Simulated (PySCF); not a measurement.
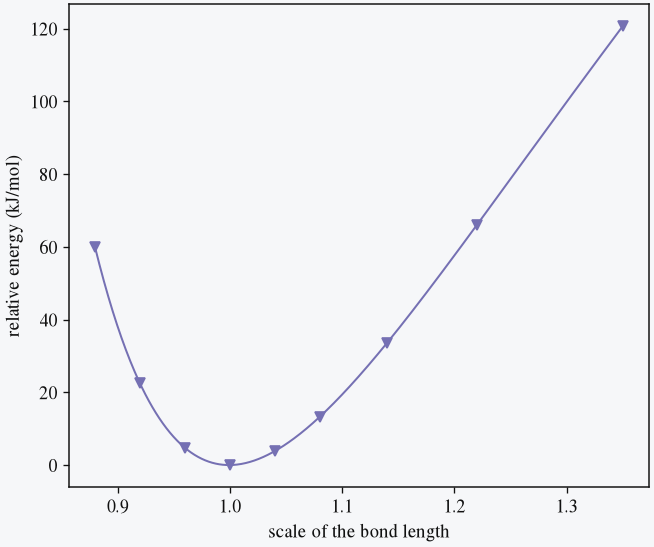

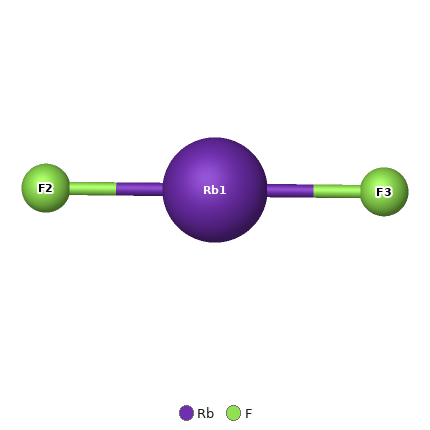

Rigid scan of RbF₂⁻, singlet, from a minimum of the shape that electron-pair counting expects: all bonds to atom 1 scaled (atom 1 is the central atom). PBE0/def2-TZVPD (ECP) with PySCF, restricted determinant, no spin-orbit coupling; energies counted from the minimum. Splines pass through the computed points, which are marked.

> What does it cost to go to either end of the scan?

59.9 kJ/mol at 0.88 and 120.7 kJ/mol at 1.35.

> Give the values at the computed points.

In kJ/mol:
```csv
scale of the bond length,PBE0
0.88,59.9
0.92,22.5
0.96,4.8
1.00,0.0
1.04,3.8
1.08,13.2
1.14,33.5
1.22,66.0
1.35,120.7
```
